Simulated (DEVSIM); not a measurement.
System: abrupt In0.53Ga0.47As n-p junction, at 300 K.

```
layer (left to right)        material  thickness (μm)  Nd (cm⁻³)  Na (cm⁻³)   τn (s)   τp (s)
---------------------  --------------  --------------  ---------  ---------  -------  -------
1                      In0.53Ga0.47As            45.0     1.6e16          -  4.7e-10  4.7e-10
2                      In0.53Ga0.47As             220          -     4.2e15  4.7e-10  4.7e-10
```

Left contact: ohmic. Right contact: ohmic. Voltage is applied to the left contact. Recombination: SRH at mid-gap, Auger. Mobility is μmin + (μ − μmin)/(1 + (N/Nref)^α).

Constants are typed, rounded textbook-type inputs, not results; the design itself was drawn at random and stands for no fabricated device. Values at 300 K.

```tsv
parameter	In0.53Ga0.47As
gap (eV)	0.74
affinity (eV)	4.51
permittivity	13.9
Nc (cm⁻³)	2.1e17
Nv (cm⁻³)	7.7e18
μn (cm²/Vs)	12000
μp (cm²/Vs)	300
μn,min	300
μp,min	10
Nref,n	1.3e17
Nref,p	4.9e17
αn	0.48
αp	0.4
Cn (cm⁶/s)	5e-29
Cp (cm⁶/s)	5e-29
```

Model (solved in DEVSIM): 1D drift-diffusion, Boltzmann statistics, complete ionisation; no tunnelling, impact ionisation, image-force lowering or self-heating.

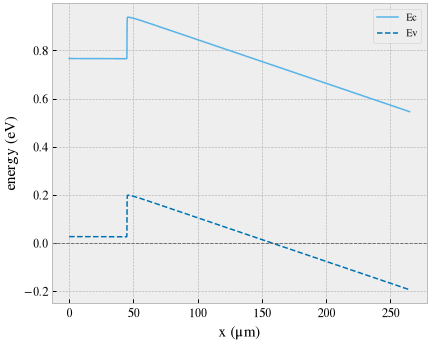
Fig. 1. Band edges at -0.7 V on the left contact

Energies count from the Fermi level of the right contact; mesh points crowd at the junctions.

| x (μm) | Ec (eV) | Ev (eV) | n (cm⁻³) | p (cm⁻³) | field (V/cm) |
|---|---|---|---|---|---|
| 0.000 | 0.767 | 0.027 | 1.6e16 | 3.7e7 | ≈ 0 |
| 0.06825 | 0.767 | 0.027 | 1.6e16 | 3.7e7 | ≈ 0 |
| 0.3162 | 0.767 | 0.027 | 1.6e16 | 3.7e7 | ≈ 0 |
| 1.283 | 0.767 | 0.027 | 1.6e16 | 3.7e7 | ≈ 0 |
| 7.522 | 0.766 | 0.026 | 1.6e16 | 3.7e7 | ≈ 0 |
| 27.39 | 0.766 | 0.026 | 1.6e16 | 3.7e7 | ≈ 0 |
| 40.43 | 0.766 | 0.026 | 1.6e16 | 1.3e9 | ≈ 0 |
| 44.23 | 0.766 | 0.026 | 1.6e16 | 1.4e12 | ≈ 0 |
| 44.82 | 0.766 | 0.026 | 1.6e16 | 4.1e12 | 110 |
| 44.97 | 0.790 | 0.050 | 6.2e15 | 1.3e13 | 6000 |
| 45.02 | 0.833 | 0.093 | 1.2e15 | 6.9e13 | 9800 |
| 45.20 | 0.927 | 0.187 | 3.1e13 | 2.6e15 | 1600 |
| 45.85 | 0.939 | 0.199 | 1.6e13 | 4.2e15 | ≈ 0 |
| 48.33 | 0.936 | 0.196 | 8.4e12 | 4.2e15 | -12 |
| 64.35 | 0.909 | 0.170 | 1.4e11 | 4.2e15 | -18 |
| 119.5 | 0.810 | 0.070 | 1.4e8 | 4.2e15 | -18 |
| 220.2 | 0.627 | -0.113 | 1.4e8 | 4.2e15 | -18 |
| 253.4 | 0.567 | -0.173 | 1.4e8 | 4.2e15 | -18 |
| 263.0 | 0.549 | -0.191 | 1.4e8 | 4.2e15 | -18 |
| 264.5 | 0.547 | -0.193 | 1.4e8 | 4.2e15 | -18 |
| 264.9 | 0.546 | -0.194 | 1.4e8 | 4.2e15 | -18 |
| 265.0 | 0.546 | -0.194 | 1.4e8 | 4.2e15 | -18 |
